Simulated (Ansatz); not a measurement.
# Quasiparticle gap of KMgF3 (Pm-3m)

How far does one-shot GW move the PBE gap of KMgF3 (Pm-3m)?

Method: PBE, then G0W0 on it, plane waves, PAW, in Ansatz 0.2.0.

## Step 1: The structure

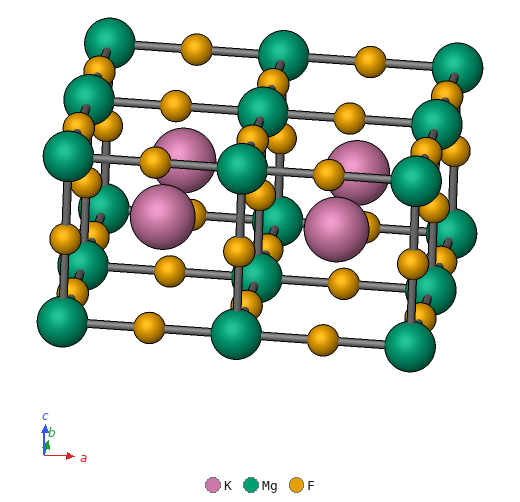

Start, viewed slightly off an axis; potassium pink, magnesium teal, fluorine orange. 2×2×1 cells are drawn. Some periodic images of atoms are drawn too.

The cell and positions come from the Crystallography Open Database and are kept as given unless a step says otherwise.

## Step 2: The PBE band structure

Levels along a band path and on the mesh show where this functional puts the band edges.

This step: DFT, PBE, plane waves, PAW; PAW set soft_1.

Input file input.yaml:

```yaml
crystal:
  lattice:
    - [3.9859, 0.0, 0.0]
    - [0.0, 3.9859, 0.0]
    - [0.0, 0.0, 3.9859]
  atoms:
    - { symbol: K, position: [0.5, 0.5, 0.5] }
    - { symbol: Mg, position: [0.0, 0.0, 0.0] }
    - { symbol: F, position: [0.5, 0.0, 0.0] }
    - { symbol: F, position: [0.0, 0.5, 0.0] }
    - { symbol: F, position: [0.0, 0.0, 0.5] }
kpoints:
  mp_grid: { grid: [6, 6, 6] }
  band_path:
    path:
      - [[0.0, 0.0, 0.0], [0.0, 0.5, 0.0], [0.5, 0.5, 0.0], [0.0, 0.0, 0.0], [0.5, 0.5, 0.5], [0.0, 0.5, 0.0]]
      - [[0.5, 0.5, 0.5], [0.5, 0.5, 0.0]]
    npoints: 10
hamiltonian:
  xc: pbe
  pseudopotentials: { kind: paw, azcp: { folder: soft_1 } }
scf:
  occupations: { method: fermi_dirac, width: 0.02 }
  n_extra_bands: 5
output:
  eigenvalues: true
  forces: true
  stress: true
  write_density: true
  write_potential: true
  elf: true
  volumetric_format: npy
```

Run with:

```console
> ansatz run input.yaml --threads 2 --pin off --max-ram 92160MiB --backend cuda --events-out ev --progress --plain --runs-dir out --devices 1 --max-vram 13GiB
```

Numbers of over 12 decimals in the logs are rounded to 6 here.

The log of the run:

```text
scf.n_extra_bands = 5 over 20 filled bands (N_el = 40.0): the run solves 25 bands
GPUs: using 1 of 1 available (devices: 1).
Engine: ansatz 0.2.0, x86_64-unknown-linux-gnu
Pseudopotentials: kind: paw
Pseudopotential: K, paw, valence charge 9, recommended cutoff 420 eV (normal), soft_1/K.paw.azcp
Pseudopotential: Mg, paw, valence charge 10, recommended cutoff 420 eV (normal), soft_1/Mg.paw.azcp
Pseudopotential: F, paw, valence charge 7, recommended cutoff 420 eV (normal), soft_1/F.paw.azcp
Functional definition: PBE
  parameter kappa = 0.804
  parameter beta = 0.066725
  exchange = pbe_x(kappa = kappa, mu = beta*pi^2/3)
  correlation = pbe_c(beta = beta)
device memory: the entry about to start is reckoned to put 0.9 GiB on a device that reports 71.7 GiB free (of which the cap on the GPU budget leaves the run 13.0 GiB)
GPU FFT provider: cuFFT
GPU libraries: cuBLAS 13.8.2, cuFFT 12.4.0, cuSOLVER 12.3.4
Crystal: 5 atoms, lattice volume = 63.326 Å³
Basis set: ecut = 420 eV, 1237 PW (Γ), exchange–correlation on 54×54×54 points (8 copies of the dense FFT grid, shifted against one another)
Bands: 25, of which v1, the nominal top of the filled ones, is band 20 counted from 1 (19 counted from 0)
Symmetry: 48 space group operations
Space group: Pm-3m (ITA 221), of the structure as read, at distance tolerance 4.0e-5 Å
k-points: 20 of 216
Non-local potential: K, projectors of the file, l = 0: 3, l = 1: 2, l = 2: 2
Non-local potential: Mg, projectors of the file, l = 0: 3, l = 1: 2, l = 2: 1
Non-local potential: F, projectors of the file, l = 0: 2, l = 1: 2, l = 2: 1
PAW form: soft (Blöchl's): semilocal exchange-correlation on the pseudo side does not see the compensation charge
PAW one-centre angular grid: K, 110 points (default); XC on 64 Gauss nodes
PAW one-centre angular grid: Mg, 110 points (default); XC on 64 Gauss nodes
PAW one-centre angular grid: F, 110 points (default); XC on 64 Gauss nodes
Initial density: superposition of atomic densities (chi_scale 0.1, normalization cell, long waves kept (reshape's long-wave potential 0.00 eV rms))
Initial wavefunctions: pseudopotential atomic-orbital guess
GPU buffer pool allocated for 19683 grid points (all kernels)
GPU transforms: local potential and band sums: pruned to the plane-wave sphere, on 27×27×27
Functional: x = pbe(κ = 0.804, μ = 0.219515), c = pbe(β = 0.066725)
SCF iter   1: F=—  HF=-5897.933701 eV  |F-HF|=—  |Δ(HF+E_count)|=         —  Δρ=1.38e-1  dr2=9.72e0  ethr=3.10e-3  ⟨swp⟩=6.8  Hψ=2619  notcnv=0
preconditioner: auto → Resta (q_TF=auto, 2.527 Å⁻¹)  ε∞=3.6  [insulator: Δε(μ)=4.860 eV  Ē_g=15.859 eV  σ=0.020 eV  W_gap=1.00  n_scr=18 (ndim 8)  ℏωp=25.6 eV  f_vac=0.000  D(μ)=0.00/eV (n_scr^D=0)  ε∞_Penn≈3.6]
SCF iter   2: F=—  HF=-5895.012314 eV  |F-HF|=—  |Δ(HF+E_count)|=    2.92e0  Δρ=4.80e-2  dr2=1.22e0  ethr=3.10e-3  ⟨swp⟩=3.6  Hψ=1874  notcnv=0  defer=20
SCF iter   3: F=—  HF=-5894.765858 eV  |F-HF|=—  |Δ(HF+E_count)|=   2.46e-1  Δρ=2.10e-2  dr2=3.33e-1  ethr=3.05e-3  ⟨swp⟩=3.0  Hψ=1075  notcnv=0  defer=20
SCF iter   4: F=—  HF=-5894.699990 eV  |F-HF|=—  |Δ(HF+E_count)|=   6.59e-2  Δρ=5.01e-3  dr2=1.34e-2  ethr=8.32e-4  ⟨swp⟩=3.4  Hψ=989  notcnv=0  defer=20
SCF iter   5: F=—  HF=-5894.703662 eV  |F-HF|=—  |Δ(HF+E_count)|=   3.67e-3  Δρ=1.10e-3  dr2=4.22e-4  ethr=3.35e-5  ⟨swp⟩=2.9  Hψ=996  notcnv=0  defer=20
SCF iter   6: F=—  HF=-5894.704121 eV  |F-HF|=—  |Δ(HF+E_count)|=   4.59e-4  Δρ=2.52e-4  dr2=2.85e-5  ethr=1.05e-6  ⟨swp⟩=2.4  Hψ=1473  notcnv=0  defer=19
SCF iter   7: F=—  HF=-5894.704536 eV  |F-HF|=—  |Δ(HF+E_count)|=   4.15e-4  Δρ=6.28e-5  dr2=8.55e-7  ethr=7.12e-8  ⟨swp⟩=2.0  Hψ=904  notcnv=0  defer=20
SCF iter   8: F=-5894.704537 eV  HF=-5894.704537 eV  |F-HF|=6.73e-9  |Δ(HF+E_count)|=   9.55e-7  Δρ=6.47e-6  dr2=1.77e-8  ethr=2.50e-10  ⟨swp⟩=14.2  Hψ=4700  notcnv=0
SCF 1 converged in 8 iterations: F = -5894.704537 eV  dr2 = 1.77e-8
  greatest PAW one-centre occupation: 1.000 electrons in one spin orbital (limit 2), on the Mg atom at site 1 (counted from 0), in its partial waves of l = 0
device memory: the entry about to start is reckoned to put 1.4 GiB on a device that reports 71.1 GiB free (of which the cap on the GPU budget leaves the run 13.0 GiB)
NSCF: frozen V_eff on 62 k-points, pencils in batches of 32, up to order 112
SCF converged after 8 iterations
Free energy (F): -5894.704537 eV
Harris-Foulkes:  -5894.704537 eV  (|F-HF|=6.73e-9)
Internal energy: -5894.704537 eV  (E = F + TS)
E sigma→0 (E₀):  -5894.704537 eV
Fermi energy:    6.513684 eV
--- Per-component energies (eV) ---
  E_band       = -500.995801
  E_kinetic    = 925.271292
  E_local      = -3841.536071  (includes V_loc(G=0)·N_el)
  E_nonlocal   = 468.985336
  E_hartree    = 1369.490779
  E_xc         = -396.724259
  E_vxc        = -500.777213  (∫ρ·V_xc dr)
  E_paw        = -1698.555931  (= ΣΔE_a)
  E_vpaw       = -291.924406  (= ΣTr[D̂ρ^β])
  E_aug_tail   = 0.001871  (compensation charges beyond the density's cutoff)
  E_ewald      = -2721.637555
  E_smearing   = -0.000000  (= −TS)
  E_closure    = 0.000000  (closes the sum)
  Σ components = -5894.704537   (vs F -5894.704537, Δ=0.00e0)
--- Forces (eV/Å), atoms counted from 1 ---
  atom   1  K      0.00000000    -0.00000000    -0.00000000
  atom   2  Mg     0.00000000     0.00000000     0.00000000
  atom   3  F      0.00000000     0.00000000     0.00000000
  atom   4  F      0.00000000     0.00000000     0.00000000
  atom   5  F      0.00000000    -0.00000000     0.00000000
  max |Σ_I F_I| component: 6.23e-27 eV/Å
--- Stress (GPa, compression-positive) ---
        3.829997      -0.000000       0.000000
       -0.000000       3.829997       0.000000
        0.000000       0.000000       3.829997
  P = ⅓ Tr σ = 3.8300 GPa (38.300 kbar)
--- Band table (eV; the first three rows and the last of 20) ---
  k-point 0: bands = [... 16 lower, 2.1977, 2.5015, 2.5015, 2.5015, 10.1562, 12.9136, 12.9136, 15.0380, ... 1 higher]
  k-point 1: bands = [... 16 lower, 2.1418, 2.2449, 2.4485, 2.4485, 10.6374, 13.1556, 13.1999, 15.1603, ... 1 higher]
  k-point 2: bands = [... 16 lower, 2.0247, 2.0247, 2.3453, 2.3453, 11.8130, 13.6622, 13.6673, 15.4424, ... 1 higher]
  k-point 19: bands = [... 16 lower, 1.7158, 2.8221, 2.8221, 2.8221, 13.2845, 13.2845, 13.2845, 16.7873, ... 1 higher]
```

Wall time 9.2 s (1 × NVIDIA H100 80GB HBM3 (shared by 6 runs) with 2 threads of AMD EPYC 7R13 (Zen 3), shared host); peak memory 0.94 GiB.

Reading the cycles: dr2 is the Hartree energy of the density residual (eV), the measure of convergence; HF is the Harris–Foulkes estimate of the energy, which meets the free energy F at convergence.

This step gave:

| Item | Value |
| --- | --- |
| pressure | 3.830 GPa |
| filled bands | 20 |
| gap | 7.334 eV |
| valence top at | R |
| conduction bottom at | Γ |
| least direct gap | 7.655 eV |

Over mesh and path the gap is 7.334 eV, from k = (0.500, 0.500, 0.500) to k = Γ. The least direct gap found is 7.655 eV, at k = Γ.

Electronic bands along the path, in eV, zero at the top of the highest nominally filled band:

| point | band 17 | band 18 | band 19 | band 20 | band 21 | band 22 | band 23 | band 24 |
| --- | --- | --- | --- | --- | --- | --- | --- | --- |
| Γ | -0.62 | -0.32 | -0.32 | -0.32 | 7.33 | 10.09 | 10.09 | 12.22 |
| X | -0.86 | -0.86 | -0.53 | -0.53 | 10.13 | 10.48 | 11.12 | 12.78 |
| M | -1.04 | -0.89 | -0.89 | -0.02 | 10.93 | 11.69 | 12.65 | 12.65 |
| Γ | -0.62 | -0.32 | -0.32 | -0.32 | 7.33 | 10.09 | 10.09 | 12.22 |
| R | -1.11 | 0.00 | 0.00 | 0.00 | 10.46 | 10.46 | 10.46 | 13.97 |
| X | -0.86 | -0.86 | -0.53 | -0.53 | 10.13 | 10.48 | 11.12 | 12.78 |
| jump to R | -1.11 | 0.00 | 0.00 | 0.00 | 10.46 | 10.46 | 10.46 | 13.97 |
| M | -1.04 | -0.89 | -0.89 | -0.02 | 10.93 | 11.69 | 12.65 | 12.65 |

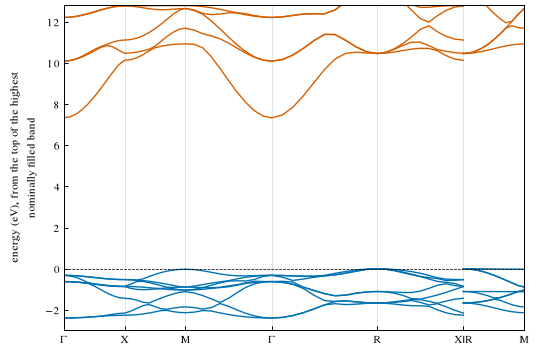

Electronic bands along the path; lines of filled and empty bands in two colours.

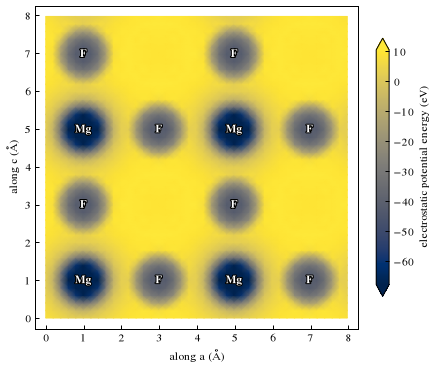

Electrostatic potential energy in the ac plane at fractional y = 0.000, with atoms of Mg and F within 0.2 Å of it. With pseudopotentials it is smooth inside the atoms' cores, unlike the true potential. The map starts off the cell's origin, so that atoms lie inside it.

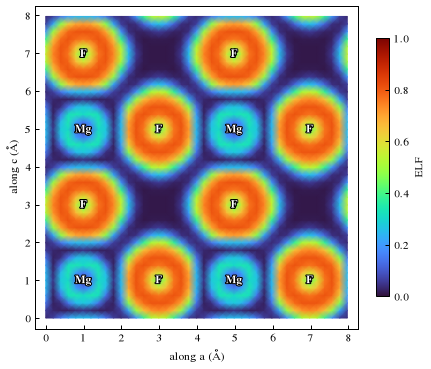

ELF in the ac plane at fractional y = 0.000, with atoms of Mg and F within 0.2 Å of it. It is the smooth field of the valence electrons, not physical close to the nuclei. The map starts off the cell's origin, so that atoms lie inside it.

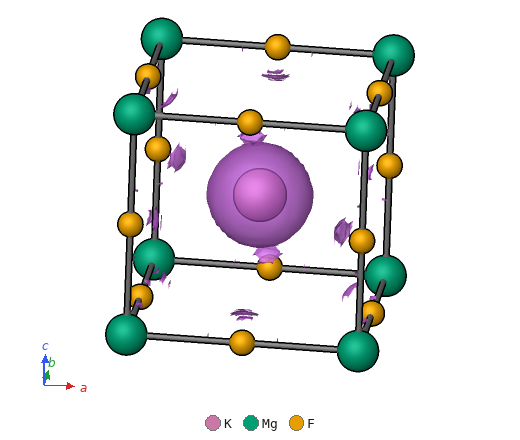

Surface of ELF = 0.81.

(Continued in part 2 of 2.)

[Paths, hosts, dates, memory and timing lines, banners, echoed tables and standing remarks are left out of the program output.]

[Logs are printed without paths, hosts, clocks, repeated set-up lines and the standing remarks that a program may print on its own settings, such as how far it seeks lower states.]

[Runs of the session that timed out or met a known fault of the program may be left out.]

[Cells called generated may have been cut or substituted from an entry of the Crystallography Open Database or the Materials Project.]

[Hosts, paths, dates, database ids (printed as entryN), source tags and the programs' standing remarks are cut or masked in the printed files.]

[Where an RPA ε∞ is given, it is that of the G0W0 mesh and is not shown converged in it. Names of k-points follow the symmetry that the program found, which can be lower than the space group named. Band edges on a path are those of the sampled points; other points can move an edge, and change direct to indirect where valleys lie close.]

[Hybrid gaps are those of their k-mesh and are not shown converged in it.]
